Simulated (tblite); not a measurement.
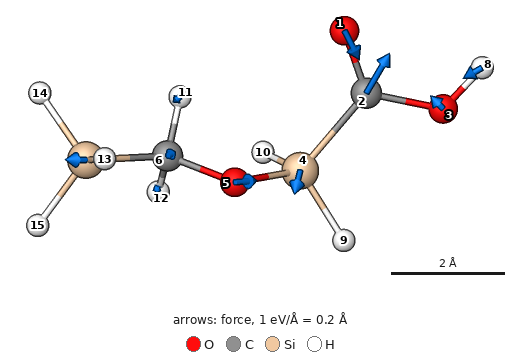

Starting geometry of C2H8O3Si2 with the computed forces as blue arrows. Style: ball-and-stick. Shown at a tilt.

Computed with GFN2-xTB geometry optimisation, gas phase (tblite). 

What follows when this structure is relaxed?

It isn't relaxed: the largest force vector, on a C atom, is 4.41 eV/Å. The final displacements have little in common with the starting forces (cosine between the two patterns 0.15). The largest move after the best rigid fit is that of an H atom, 1.14 Å. By element the largest moves are H 1.14 Å, O 0.89 Å, C 0.47 Å, Si 0.38 Å. Some distances before and after: O–Si 1.734 → 1.609 Å, C–Si 1.845 → 1.924 Å, C–Si 1.829 → 1.906 Å, C–O 1.414 → 1.339 Å. Bond angles that change, for instance: Si–O–C 102.9° → 131.7°, C–O–H 119.2° → 110.5°, O–Si–H 109.5° → 101.1°. Groups turn about O–Si by about 60°, C–Si by about 40°, C–Si by about 30°. The energy falls by 1.265 eV in 108 geometry steps. The run took 0.73 s on 1 thread of Arm Neoverse V1, with other jobs on the host.
